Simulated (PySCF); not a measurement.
# SrO2: relaxation and vibrations of the singlet

Aim: relax SrO2 as a singlet from a bent start, check by its vibrations whether the end is a minimum, and collect its spectrum and constants.

Program: PySCF 2.14.0. Level of theory: B3LYP, basis Sr def2-TZVP with ECP28, O def2-TZVP, scalar-relativistic core potentials, no spin–orbit coupling, density fitting. These are calculated values, not measurements.

## (1) Where the work starts

3 atoms, charge 0, spin multiplicity 1.

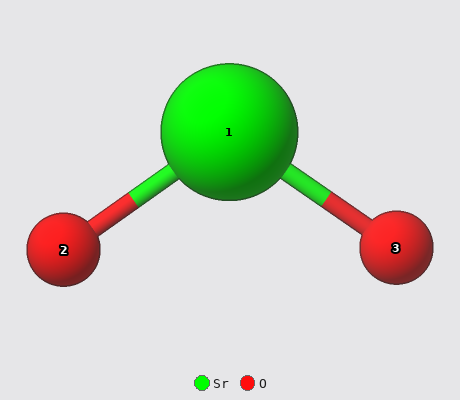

As it starts; strontium green, oxygen red; atoms are numbered from 1 in the order of the file.

```xyz
3
charge 0 multiplicity 1
Sr    0.0000    0.0000    0.0000
O     1.7530    0.0000    1.2275
O    -1.7530    0.0000    1.2275
```

## (2) First SCF at the start

The steps below are one call of a driver around PySCF. For each, scf.py gives the equivalent set-up of the SCF; relaxations use the driver's own optimiser. After this first run the driver tries any further starts and a stability analysis.

File scf.py:

```python
from pyscf import gto, scf, dft
mol = gto.M(atom='''
Sr     0.000000     0.000000     0.000000
O      1.753000     0.000000     1.227500
O     -1.753000     0.000000     1.227500''',
    basis={'Sr': 'def2-TZVP', 'O': 'def2-TZVP'},
    ecp={'Sr': 'def2-TZVP'},
    charge=0, spin=0)
mf = dft.RKS(mol, xc='B3LYP')
mf.grids.atom_grid = (50, 194)
aux = {'Sr': 'def2-universal-JKFIT', 'O': 'def2-universal-JKFIT'}
mf = mf.density_fit(auxbasis=aux)
mf.conv_tol = 1e-08
mf.diis_space = 10
mf.max_cycle = 60
mf.init_guess = 'minao'
mf.verbose = 4
mf.kernel()
```

The run is started by

```
> OMP_NUM_THREADS=2 python axn.py task.json out
```

Log, shortened:

```text
[... the frontier levels of the middle cycles are left out ...]
init E= -179.275311865415
  HOMO = -0.540858430693688  LUMO = -0.533522677991362  gap/eV = 0.19962
cycle= 1 E= -180.912262128591  delta_E= -1.64  |g|= 0.809  |ddm|= 2.87
  HOMO = -0.107467424944728  LUMO = -0.061740294802878  gap/eV = 1.24430
cycle= 2 E= -180.39581891056  delta_E= 0.516  |g|= 1.74  |ddm|=  1.8
  HOMO = -0.27093858951697  LUMO = -0.220045943570661  gap/eV = 1.38486
cycle= 3 E= -181.055334553387  delta_E= -0.66  |g|= 0.201  |ddm|= 1.29
cycle= 4 E= -181.066100677218  delta_E= -0.0108  |g|= 0.0416  |ddm|= 0.238
cycle= 5 E= -181.066530834433  delta_E= -0.00043  |g|= 0.0102  |ddm|= 0.0413
cycle= 6 E= -181.06660794395  delta_E= -7.71e-05  |g|= 0.0044  |ddm|= 0.0217
cycle= 7 E= -181.066654061496  delta_E= -4.61e-05  |g|= 0.00285  |ddm|= 0.0213
cycle= 8 E= -181.066694552125  delta_E= -4.05e-05  |g|= 0.00121  |ddm|= 0.0343
cycle= 9 E= -181.066699405535  delta_E= -4.85e-06  |g|= 0.00029  |ddm|= 0.0144
cycle= 10 E= -181.066697662211  delta_E= 1.74e-06  |g|= 0.00279  |ddm|= 0.00197
cycle= 11 E= -181.066699493212  delta_E= -1.83e-06  |g|= 6.91e-05  |ddm|= 0.00136
cycle= 12 E= -181.066699497571  delta_E= -4.36e-09  |g|= 7.01e-06  |ddm|= 0.000505
  HOMO = -0.262371442719663  LUMO = -0.205378731839179  gap/eV = 1.55085
Extra cycle  E= -181.066699497605  delta_E= -3.37e-11  |g|= 3.59e-06  |ddm|= 1.7e-05
converged SCF energy = -181.066699497605
```

This step, with its further starts and checks, took 5.6 s on 2 threads of Arm Neoverse V2, shared host.

The starts that the driver tried:

| start | energy (Eh) |
| --- | --- |
| the minimal-basis guess | -181.066699 |
| a thermally smeared density | -181.066699 |
| a smeared PBE density | -181.066699 |

The test of internal stability and the other starts found no lower closed-shell solution.

## (3) Relaxing the singlet from the bent start

The program finds C2v symmetry in the start, which this walk keeps.

scf.py, as its differences from that of step 2:

```diff
@@ -3,3 +3,3 @@
-Sr     0.000000     0.000000     0.000000
-O      1.753000     0.000000     1.227500
-O     -1.753000     0.000000     1.227500''',
+Sr     0.000000     0.000000    -0.327515
+O      1.753000     0.000000     0.899985
+O     -1.753000     0.000000     0.899985''',
@@ -16 +15,0 @@
-mf.init_guess = 'minao'
```

The optimiser's trace:

| step | energy (Eh) | change (kJ/mol) | largest symmetric gradient (Eh/bohr) |
| --- | --- | --- | --- |
| 0 | -181.066699 | 0.00 | 0.01181 |
| 1 | -181.068414 | -4.50 | 0.01775 |
| 2 | -181.071590 | -12.84 | 0.02438 |
| 3 | -181.076234 | -25.03 | 0.02955 |
| 4 | -181.081533 | -38.95 | 0.03163 |
| 5 | -181.095858 | -76.56 | 0.02366 |
| 6 | -181.105226 | -101.15 | 0.02077 |
| 7 | -181.110564 | -115.17 | 0.00224 |
| 8 | -181.110650 | -115.39 | 0.00028 |
| 9 | -181.110652 | -115.40 | 0.00004 |

The walk took 12 s.

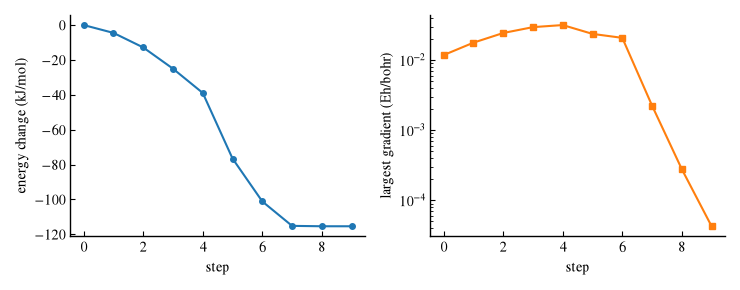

How energy and gradient fall.

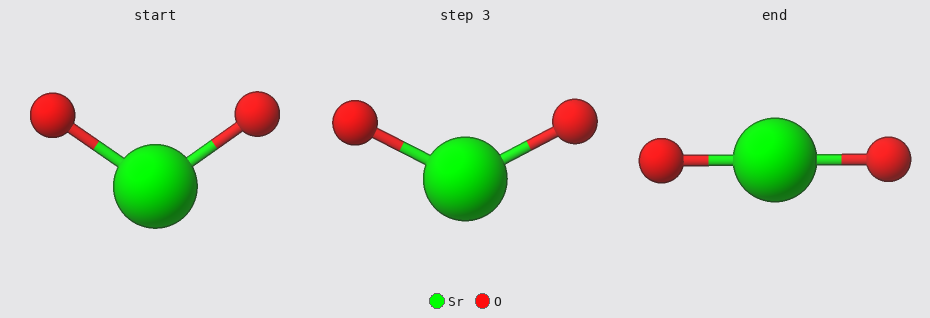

The geometry along the walk, at one scale.

After 9 steps and 115.4 kJ/mol it ends at D∞h: Sr–O 1.944 Å (×2); O–Sr–O 180.0°.

## (4) Vibrations and properties at this point

On the finer grid the gradient is checked again; gradients at displacements of ±0.02 bohr then give force constants and infrared intensities.

scf.py, as its differences from that of step 3:

```diff
@@ -3,3 +3,3 @@
-Sr     0.000000     0.000000    -0.327515
-O      1.753000     0.000000     0.899985
-O     -1.753000     0.000000     0.899985''',
+Sr    -0.000000    -0.000000     0.000000
+O      1.945484     0.000000    -0.000000
+O     -1.945484     0.000000    -0.000000''',
@@ -10 +10 @@
-mf.grids.atom_grid = (50, 194)
+mf.grids.atom_grid = (75, 302)
@@ -13 +13 @@
-mf.conv_tol = 1e-08
+mf.conv_tol = 1e-10
```

This SCF starts from the last density.

Log of the central SCF (cycles and frontier levels):

```text
init E= -181.110744130511
  HOMO = -0.277234672998411  LUMO = -0.162553407833006  gap/eV = 3.12064
cycle= 1 E= -181.110744130512  delta_E= -3.13e-13  |g|= 3.44e-07  |ddm|= 2.4e-07
  HOMO = -0.277234756718967  LUMO = -0.162553491741637  gap/eV = 3.12064
Extra cycle  E= -181.110744130511  delta_E= 7.39e-13  |g|= 1.63e-06  |ddm|= 9.56e-07
converged SCF energy = -181.110744130511
```

The whole step took 14 s.

Geometry: D∞h; Sr–O 1.945 Å (×2); O–Sr–O 180.0°.

Modes, for the most abundant isotopes:

| symmetry | ω (cm⁻¹) | IR (km/mol) | μ (u) | type |
| --- | --- | --- | --- | --- |
| πu | 170 | 135 | 20.46 | bend |
| σg+ | 474 | 0.0 | 15.99 | stretch |
| σu+ | 654 | 68.4 | 20.46 | stretch |

All wavenumbers are real: a minimum.

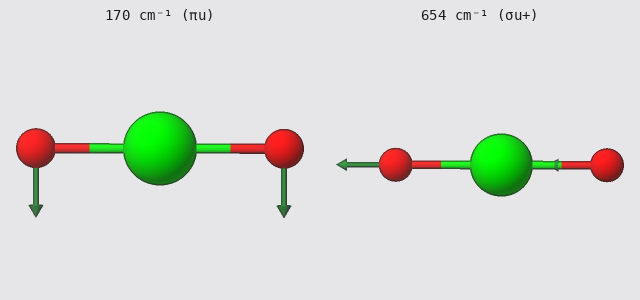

How the atoms move in 2 of the modes.

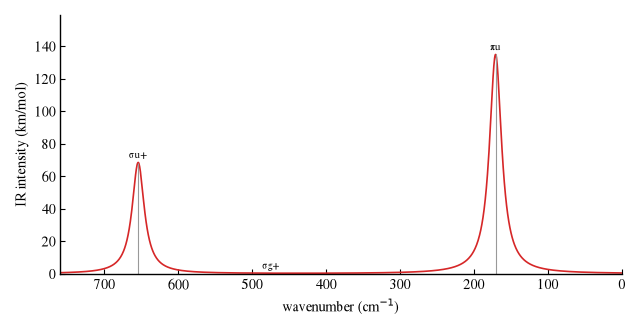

The harmonic infrared spectrum (widths in cm⁻¹). Lines are broadened to a width of 20 cm⁻¹ (Lorentzian).

Properties at this point:

- Dipole moment: 0.00 D
- Highest occupied level: -7.54 eV
- Lowest empty level: -4.42 eV
- Rotational constants: 0.1392 cm⁻¹
- Zero-point energy: 8.8 kJ/mol
- Principal polarisabilities: 22.3, 22.3, 89.6 bohr³
- Atomisation energy without zero-point energy: 563 kJ/mol
- Principal traceless quadrupole moments about the centre of mass: -22.76, 11.38, 11.38 D Å
- Entropy at 298.15 K and 1 bar: 256.8 J/(mol K)
- Heat capacity Cp at 298.15 K: 54.1 J/(mol K)
- Enthalpy at 298.15 K above 0 K: 12.86 kJ/mol
- Rotational symmetry number: 2

Charges (e) and bond orders:

```tsv
atom	Mulliken	Löwdin	polar tensor	Mayer order to Sr1
Sr1	1.27	0.92	1.28	–
O2,3	-0.63	-0.46	-0.64	0.89
```

Outer orbital energies (eV). occupied: -23.40, -23.40, -19.76, -8.26, -8.26, -8.09, -7.54, -7.54; empty: -4.42, -1.70, 0.12, 0.12.

Mulliken populations on Sr1 (outside its core potential): s 2.01, p 5.93, d 0.79.

## (5) Would spin polarisation lower it?

At the lowest minimum the closed shell is tested against spin polarisation, on the (50, 194) grid. It is unstable: an open-shell solution lies lower. That solution was not followed to a minimum here.

## (6) Summary of results

```
                            quantity                                                            value
                             minimum  singlet, D∞h (closed shell, unstable towards spin polarisation)
                            geometry                                 Sr–O 1.945 Å (×2); O–Sr–O 180.0°
                  wavenumbers (cm⁻¹)                                   170 (πu), 474 (σg+), 654 (σu+)
                       dipole moment                                                           0.00 D
highest occupied, lowest empty level                                                  -7.54, -4.42 eV
          polar-tensor charge of Sr1                                                          +1.28 e
                   zero-point energy                                                       8.8 kJ/mol
```

**Reading.** From C2v at the start the molecule goes to a D∞h minimum. In the infrared the band at 170 cm⁻¹ (πu, bend) leads. Sr1 has a polar-tensor charge of +1.3 e (a dipole derivative, not a static charge), yet symmetry cancels the bond dipoles. Other starts or spin states, not run here, may lie lower. The closed shell proved unstable towards spin polarisation, so a lower open-shell solution exists.

The search up to here took 34 s on 2 threads of Arm Neoverse V2, shared host.
